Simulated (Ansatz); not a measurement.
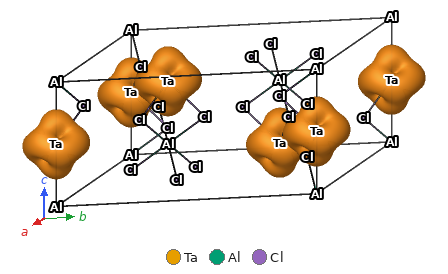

Figure 1: TaAlCl₆. Isosurfaces of the magnetisation density (up minus down) at +0.03 (orange) and −0.03 e/Å³ (purple), seen slightly off an axis. Sticks mark near contacts.

Space group R-3m; started from the KAsF6_166 prototype, which need not be the ambient phase; spin-polarised.

The calculation used Ansatz 0.2.0, DFT PBE, scalar-relativistic, plane waves, PAW.

```
CELL_PARAMETERS angstrom
13.00414 0.00000 0.00000
-6.50207 11.26191 0.00000
0.00000 0.00000 6.16432
ATOMIC_POSITIONS crystal
Ta 0.33333 0.66667 0.16667
Ta 0.00000 0.00000 0.50000
Ta 0.66667 0.33333 0.83333
Al 0.00000 0.00000 0.00000
Al 0.66667 0.33333 0.33333
Al 0.33333 0.66667 0.66667
Cl 0.08281 0.16562 0.23377
Cl 0.74948 0.49896 0.56710
Cl 0.41614 0.83229 0.90043
Cl 0.83438 0.91719 0.23377
Cl 0.50104 0.25052 0.56710
Cl 0.16771 0.58386 0.90043
Cl 0.08281 0.91719 0.23377
Cl 0.74948 0.25052 0.56710
Cl 0.41614 0.58386 0.90043
Cl 0.83229 0.41614 0.09957
Cl 0.49896 0.74948 0.43290
Cl 0.16562 0.08281 0.76623
Cl 0.58386 0.16771 0.09957
Cl 0.25052 0.50104 0.43290
Cl 0.91719 0.83438 0.76623
Cl 0.58386 0.41614 0.09957
Cl 0.25052 0.74948 0.43290
Cl 0.91719 0.08281 0.76623
```

**Where is the spin, and how is it ordered?**

The spin density sits on Ta: +1.1 μB (×3) in one cell of 24 atoms: parallel moments, as they must be, since the calculation's own cell holds one magnetic site. The cell of the calculation (8 atoms) carries 2.0 μB of net spin moment. Only one sign reaches the isovalue.
